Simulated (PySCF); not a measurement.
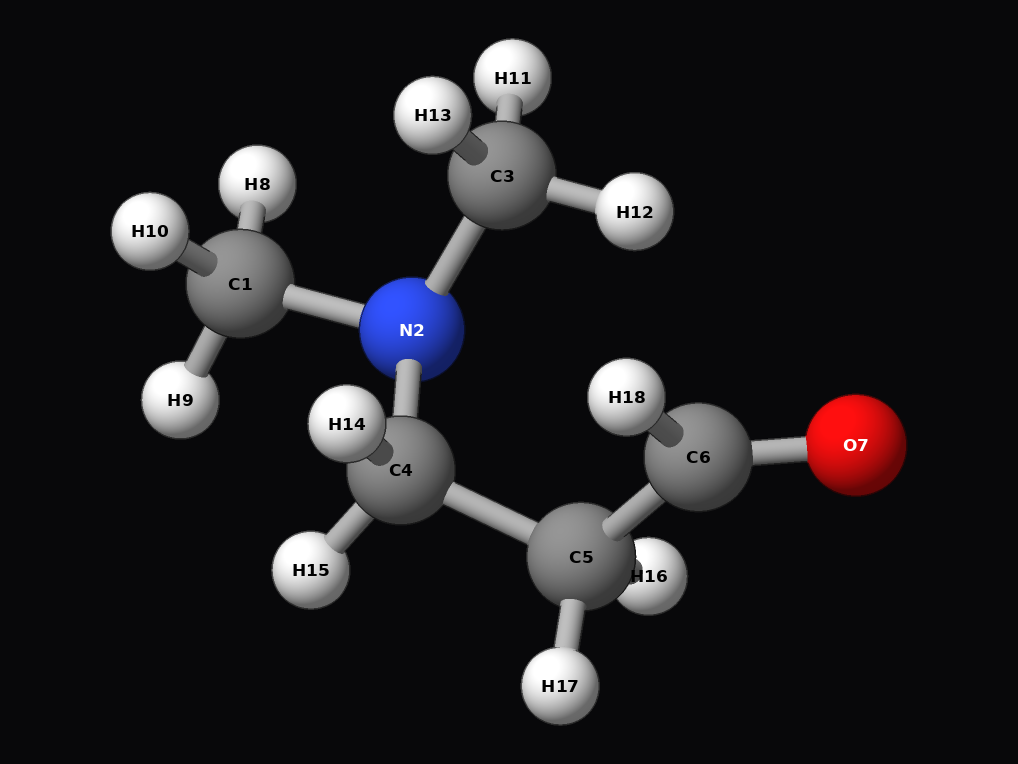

The geometry was computed by an optimisation with GFN2-xTB. No frequency run is at hand to confirm it as a minimum. Properties computed with GIAO PBE0/pcSseg-1 NMR shielding, non-relativistic, gas phase (PySCF 2.14.0). Principal shieldings σ11 ≤ σ22 ≤ σ33, span Ω = σ33 − σ11, skew κ = 3(σiso − σ22)/Ω.

**Which C atom has the most anisotropic shielding?**

C6, with a span of 203 ppm.

Give the shielding tensors of the C atoms.

```json
{"atom": "C1", "σ11": "110.6", "σ22": "116.7", "σ33": "185.3", "σiso": "137.5", "Ω": "74.7", "κ": "0.84"}
{"atom": "C3", "σ11": "111.9", "σ22": "132.9", "σ33": "182.2", "σiso": "142.3", "Ω": "70.3", "κ": "0.40"}
{"atom": "C4", "σ11": "106.8", "σ22": "115.4", "σ33": "170.5", "σiso": "130.9", "Ω": "63.7", "κ": "0.73"}
{"atom": "C5", "σ11": "121.2", "σ22": "133.0", "σ33": "158.1", "σiso": "137.4", "Ω": "36.9", "κ": "0.36"}
{"atom": "C6", "σ11": "−120.3", "σ22": "−35.6", "σ33": "82.9", "σiso": "−24.3", "Ω": "203.3", "κ": "0.17"}
```

Shieldings and span in ppm.
